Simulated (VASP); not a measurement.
Band structure of ZrN (relaxed from the NiAs type structure, space group P6_3/mmc). All values below come from PBEsol GGA, VASP's PBE PAW potentials (set 64) (plane waves; VASP).

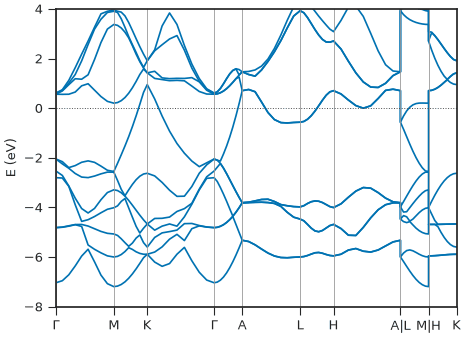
Fig. 1. Bands along high-symmetry lines, zero at the valence-band maximum or, without a gap, the Fermi level

Question: Read the plot: is there a gap, and where are the band edges?

Answer: It has no gap at this level: it comes out as a metal or semimetal. (Edges off the drawn lines would not show.)

The structure was generated: ZrN was put into the NiAs type type (P6_3/mmc), which need not be its known phase. It was relaxed first, which changed the volume by -32 %.
